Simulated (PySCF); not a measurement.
The calculation's input:

```
{"job": {"kind": "uv", "xc": "CAM-B3LYP", "basis": "def2-SVPD", "nstates": 8, "ntriplets": 3}, "charge": 0, "multiplicity": 1}
Si     3.727236    -0.594334    -0.018437
O      2.450483     0.394541     0.063886
Si     0.973729     1.037004     0.253613
C     -0.292708    -0.357933     0.513389
C     -1.697365     0.161851     0.693243
C     -2.502573     0.554300    -0.506291
C     -2.874688    -0.668660     0.279350
H      4.054886    -1.001520     1.347358
H      4.786461     0.199697    -0.634263
H      3.353107    -1.746665    -0.838660
H      0.713414     1.783444    -0.977223
H      1.063854     1.905870     1.428290
H     -0.016435    -0.952962     1.388567
H     -0.272753    -1.039388    -0.340344
H     -1.821799     0.773127     1.579418
H     -3.143462     1.420592    -0.444841
H     -2.056175     0.414800    -1.479092
H     -3.770812    -0.640721     0.881230
H     -2.684205    -1.633794    -0.166327
```

Run with:

```sh
OMP_NUM_THREADS=1 python probes_run.py task.json out
```

Geometry: GFN2-xTB.

The calculation used PySCF, CAM-B3LYP/def2-SVPD, SCF density, gas phase.

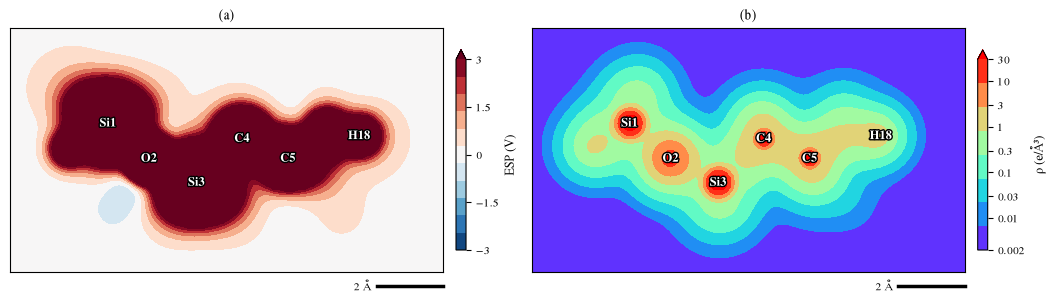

C4H12OSi2. (a) electrostatic potential; (b) total electron density on the plane of atoms Si3, C4 and C5.

### What do the fields say about this system?

- The plane passes through Si, O, C and H nuclei.
- C–C (1.51 Å): ρ at the midpoint is about 1.7 e/Å³.
- Si–O (1.62 Å): ρ is about 1.1 e/Å³ halfway.
- C–Si (1.90 Å): ρ is about 0.96 e/Å³ halfway.
- Outside the dense part of the molecule the potential is most negative (−0.7 V) near O2.
